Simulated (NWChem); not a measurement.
**One shape, several levels: CClF3 (SMILES FC(F)(F)Cl)**

We compute a comparison of 3 runs (HF/def2-SVPD, MP2/def2-SVPD, CCSD/def2-SVPD) of CClF3. 

Program for the calculation: NWChem 7.3.0.

## 1. Starting point

CClF3: 5 atoms, total charge 0, spin state singlet. As SMILES, `FC(F)(F)Cl`. The C2–Cl5 distance was set to 3.160 Å, away from the relaxed value. At this shape a bond of the SMILES string is far longer than usual.

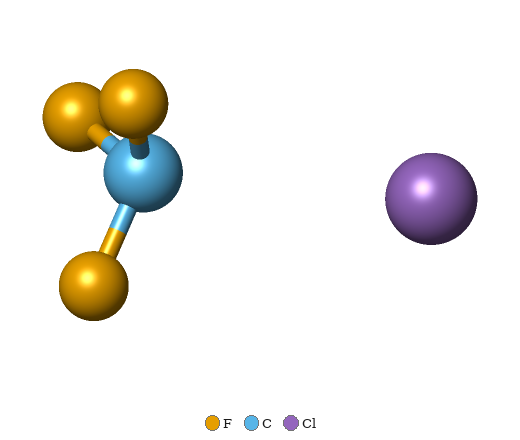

The structure, seen from a chosen angle (fluorine amber, carbon blue, chlorine purple).

## 2. The energy at HF/def2-SVPD (run 1)

Input file cclf3.nw:

```
start cclf3
memory 2200 mb
geometry noautosym nocenter noautoz
F       -0.009092      -1.217498       1.953359
C       -0.224992      -1.319098       0.653359
F       -1.472392      -1.711198       0.460159
F        0.588908      -2.235598       0.158759
Cl       0.276300       1.463300      -0.758000
end
basis "ao basis" spherical bse
* library def2-SVPD
end
scf
thresh 1e-08
maxiter 80
noprint "final vectors analysis"
end
task scf energy
```

The run is started by

```bash
$ nwchem cclf3.nw > cclf3.out
```

The log of the run:

```text
[...]
  functions       =   116
[...]
  wavefunction    = RHF
[...]
         Total SCF energy =   -795.099055967549
      One-electron energy =  -1509.383657392731
      Two-electron energy =    508.959476630073
 Nuclear repulsion energy =    205.325124795109
        Time for solution =     17.4s
[...]
```

It took 18 s on 1 thread of Intel Xeon 6975P-C (Granite Rapids), shared host; peak memory 0.096 GiB.

## 3. A single-point energy at MP2/def2-SVPD (run 2)

Input file calc.xyz:

```xyz
5
CClF3 energy
F     -0.009092    -1.217498     1.953359
C     -0.224992    -1.319098     0.653359
F     -1.472392    -1.711198     0.460159
F      0.588908    -2.235598     0.158759
Cl     0.276300     1.463300    -0.758000
```

Input file run.py:

```python
from ase.io import read
from ase.calculators.nwchem import NWChem

molecule = read('calc.xyz')

calc = NWChem(
    label='calc',
    theory='mp2',
    memory='2200 mb',
    basis='def2-SVPD',
    basispar='spherical bse',
    scf={'nopen': '0', 'rhf': None, 'thresh': '1e-08', 'maxiter': '80'},
    mp2={'freeze': 'core 9', 'tight': None},
    task='energy',
)
molecule.calc = calc

print("Total energy (eV):", round(molecule.get_potential_energy(), 6))
```

The run is started by

```bash
$ export ASE_NWCHEM_COMMAND="nwchem PREFIX.nwi > PREFIX.nwo"
$ python run.py
```

The log of the run:

```text
Total energy (eV): -21660.449279
```

The calculator wrote calc.nwi:

```
title "calc"

permanent_dir calc

scratch_dir calc

start calc

geometry units angstrom nocenter noautosym noautoz
  F  -9.0919999999999994e-03 -1.2174980000000000e+00 1.9533590000000001e+00
  C  -2.2499200000000000e-01 -1.3190980000000001e+00 6.5335900000000002e-01
  F  -1.4723919999999999e+00 -1.7111980000000000e+00 4.6015899999999998e-01
  F  5.8890799999999999e-01 -2.2355980000000000e+00 1.5875900000000001e-01
  Cl 2.7629999999999999e-01 1.4633000000000000e+00 -7.5800000000000001e-01
end

memory 2200 mb

basis spherical bse noprint
   * library def2-SVPD
end

scf
  nopen 0
  rhf
  thresh 1e-08
  maxiter 80
end
mp2
  freeze core 9
  tight
end

task mp2 energy
```

calc.nwo:

```text
Northwest Computational Chemistry Package (NWChem) 7.3.0
             --------------------------------------------------------

           Job information
           ---------------

    nwchem branch   = 7.3.0
    use scalapack   = T
    input           = calc.nwi
    prefix          = calc.
    data base       = calc/calc.db
    status          = startup
    nproc           =        1

           Memory information
           ------------------

    heap     =     72089600 doubles =      550.0 Mbytes
    stack    =     72089597 doubles =      550.0 Mbytes
    global   =    144179200 doubles =     1100.0 Mbytes (distinct from heap & stack)
    total    =    288358397 doubles =     2200.0 Mbytes
    verify   = yes
    hardfail = no

[... 123 lines left out ...]
 Convergence threshold     :          1.000E-08
[... 15 lines left out ...]
       Final RHF  results
[... 3 lines left out ...]
      One-electron energy =  -1509.383657392409
[... 1 line left out ...]
 Nuclear repulsion energy =    205.325124795109
[... 43 lines left out ...]
                       ROHF Final Molecular Orbital Analysis
[... 364 lines left out ...]
          -------------------------------------------
          SCF energy                -795.099055967588
          Correlation energy          -0.907779526219
          Singlet pairs               -0.539169365912
          Triplet pairs               -0.368610160307
          Total MP2 energy          -796.006835493807
          -------------------------------------------

          ---------------------------------------------------
                    Spin Component Scaled (SCS) MP2
          Same spin pairs                     -0.245740106871
          Same spin scaling factor             0.333333333333
          Opposite spin pairs                 -0.662039419347
          Opposite spin scaling fact.          1.200000000000
          SCS-MP2 correlation energy          -0.876360672174
          Total SCS-MP2 energy              -795.975416639762
          ---------------------------------------------------

 -----------------------
 Task  times  cpu:       20.2s     wall:       20.2s
 Total times  cpu:       20.2s     wall:       20.2s
```

It took 21 s on 1 thread of Intel Xeon 6975P-C (Granite Rapids), shared host; peak memory 0.46 GiB.

## 4. A single-point energy at CCSD/def2-SVPD (run 3)

Input file run.py:

```python
from ase import Atoms
from ase.calculators.nwchem import NWChem

mol = Atoms(['F', 'C', 'F', 'F', 'Cl'], positions=[
    [-0.009092, -1.217498, 1.953359],
    [-0.224992, -1.319098, 0.653359],
    [-1.472392, -1.711198, 0.460159],
    [0.588908, -2.235598, 0.158759],
    [0.276300, 1.463300, -0.758000],
])

calc = NWChem(
    label='a',
    theory='ccsd',
    memory='2200 mb',
    basis='def2-SVPD',
    basispar='spherical bse',
    scf={'nopen': '0', 'rhf': None, 'thresh': '1e-08', 'maxiter': '80', 'print': 'low'},
    ccsd={'freeze': 'core 9', 'maxiter': '60'},
    task='energy',
)
mol.calc = calc

print("Total energy (eV):", round(mol.get_potential_energy(), 6))
```

The run is started by

```bash
$ export ASE_NWCHEM_COMMAND="nwchem PREFIX.nwi > PREFIX.nwo"
$ python run.py
```

The log of the run:

```text
Total energy (eV): -21660.927743
```

The calculator wrote a.nwi:

```
title "a"

permanent_dir a

scratch_dir a

start a

geometry units angstrom nocenter noautosym noautoz
  F  -9.0919999999999994e-03 -1.2174980000000000e+00 1.9533590000000001e+00
  C  -2.2499200000000000e-01 -1.3190980000000001e+00 6.5335900000000002e-01
  F  -1.4723919999999999e+00 -1.7111980000000000e+00 4.6015899999999998e-01
  F  5.8890799999999999e-01 -2.2355980000000000e+00 1.5875900000000001e-01
  Cl 2.7629999999999999e-01 1.4633000000000000e+00 -7.5800000000000001e-01
end

memory 2200 mb

basis spherical bse noprint
   * library def2-SVPD
end

scf
  nopen 0
  rhf
  thresh 1e-08
  maxiter 80
  print low
end
ccsd
  freeze core 9
  maxiter 60
end

task ccsd energy
```

a.nwo:

```text
Northwest Computational Chemistry Package (NWChem) 7.3.0
             --------------------------------------------------------

           Job information
           ---------------

    nwchem branch   = 7.3.0
    use scalapack   = T
    input           = a.nwi
    prefix          = a.
    data base       = a/a.db
    status          = startup
    nproc           =        1

           Memory information
           ------------------

    heap     =     72089600 doubles =      550.0 Mbytes
    stack    =     72089597 doubles =      550.0 Mbytes
    global   =    144179200 doubles =     1100.0 Mbytes (distinct from heap & stack)
    total    =    288358397 doubles =     2200.0 Mbytes
    verify   = yes
    hardfail = no

[... 37 lines left out ...]
            Nuclear Dipole moment (a.u.)
[... 63 lines left out ...]
         Total SCF energy =   -795.099055967588
[... 1 line left out ...]
      Two-electron energy =    508.959476629712
[... 21 lines left out ...]
 Reference energy:           -795.099055967588015
[... 1 line left out ...]
 Total MP2 energy:           -796.006835493801532
[... 21 lines left out ...]
  Failed reading restart vector from a/a.t2
[... 3 lines left out ...]
             energy      energy      error      ampl     ampl      Block
[... 11 lines left out ...]
 Reference energy:            -795.099055967588015
[... 1 line left out ...]
 Total CCSD energy:           -796.024418745841103
[... 1 line left out ...]
 --------------------------------
 Spin Component Scaled (SCS) CCSD
 --------------------------------
 Same spin contribution:                 -0.214121034843386
 Same spin scaling factor:                1.130000000000000
 Opposite spin contribution:             -0.711241743409708
 Opposite spin scaling fact.:             1.270000000000000
 SCS-CCSD correlation energy:            -1.145233783503356
 Total SCS-CCSD energy:                -796.244289751091401

 routine      calls  cpu(0)   cpu-min  cpu-ave  cpu-max   i/o
 aoccsd          1     0.04     0.04     0.04     0.04    0.00
 iterdrv         1     0.07     0.07     0.07     0.07    0.00
 pampt          15     0.37     0.37     0.37     0.37    0.00
[... 9 lines of this table left out ...]
 Total               187.40   187.40   187.40   187.40    0.00

 Task  times  cpu:      209.9s     wall:      209.9s
 Total times  cpu:      210.0s     wall:      210.0s
```

It took 3.5 min on 1 thread of Intel Xeon 6975P-C (Granite Rapids), shared host; peak memory 0.44 GiB.

## 5. All runs side by side

| run | level | module | frozen core orbitals | energy (Eh) | wall time |
| --- | --- | --- | --- | --- | --- |
| 1 | HF/def2-SVPD | scf | – | -795.099056 | 18 s |
| 2 | MP2/def2-SVPD | mp2 | 9 | -796.006835 | 21 s |
| 3 | CCSD/def2-SVPD | ccsd | 9 | -796.024419 | 3.5 min |

## 6. Results

| quantity | value |
| --- | --- |
| run 3: total energy | -796.02442 Eh |
| run 3: correlation energy (9 core orbitals frozen) | -925.4 mEh |

In words: Below the HF energy at the same shape and in the same basis (def2-SVPD): MP2 -907.8 mEh; CCSD -925.4 mEh. In runs 1, 2, 3 a closed-shell determinant meets a far-stretched bond, which it describes badly. All runs together took 4.2 min, the longest 3.5 min.
